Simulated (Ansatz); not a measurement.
## Pressure series in GaNi3

The parent structure is GaNi3 in the Cu3Au type structure (space group Pm-3m, No. 221; a = 3.5294 Å; weakly magnetic (sensitive to the mesh)).

Cell and atoms are relaxed at each pressure.

Level of theory: PBEsol in Ansatz (plane waves to 420 eV, PAW, spin-orbit coupling left out).

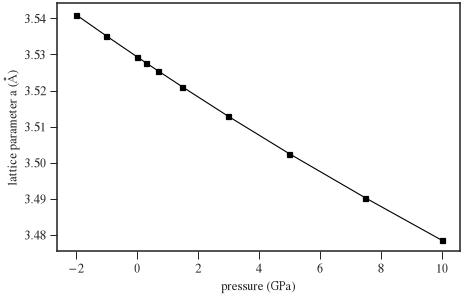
Lattice parameter a against pressure

Question: From the plot, what is the lattice parameter a for pressure 3 GPa?

Answer: About 3.513 Å.

Question: Is the trend monotonic over the range shown?

Answer: Yes, it falls throughout, spanning 3.479 Å to 3.541 Å.

Other magnetic orders, which the real material may have, were not ruled out. Load acts through the strain it causes; cell and atoms are relaxed under it. Stability against distortions was not tested. Competing high-pressure phases were not computed.

Ansatz is a first-principles code.
